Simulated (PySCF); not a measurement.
```csv
atom,x (Å),y (Å),z (Å)
B,0.3405,-0.1523,-0.5439
O,1.0007,-0.0402,-1.7223
Si,0.6221,-1.7653,-1.5743
H,0.0729,0.7234,0.2260
```

Geometry: PBE0-D3(BJ)/pcseg-1.

Method: PySCF 2.14.0, Gaussian-basis quantum chemistry of an isolated molecule with PySCF, energy and nuclear gradient, functional PBE0.

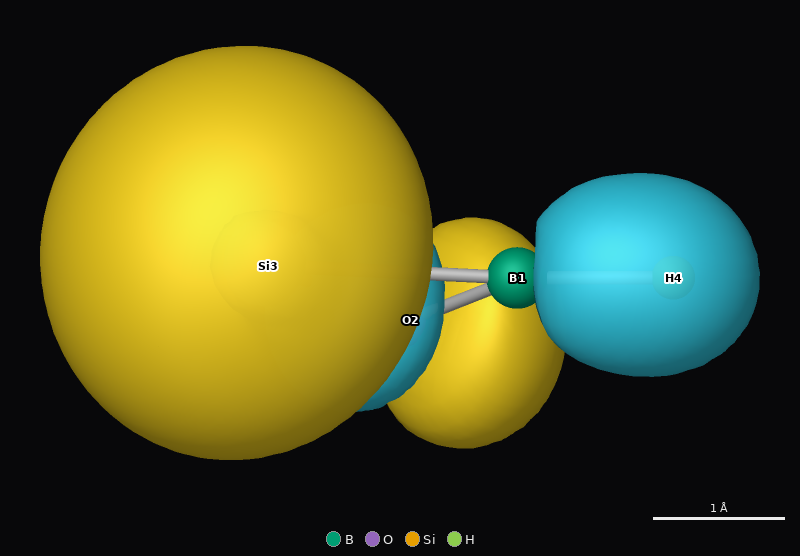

BHOSi (SMILES B1O[Si]1). The HOMO−1 at ±0.1 Å⁻³ᐟ² (yellow and cyan are the two phases), seen from one side.

Question: Describe this orbital and give its energy.

Answer: It lies mainly on Si3 (about 60 %), O2 (about 30 %) and B1 (about 5 %); it is symmetric in the molecular plane (an in-plane orbital: σ, lone-pair or in-plane π type). Its energy is −9.05 eV.
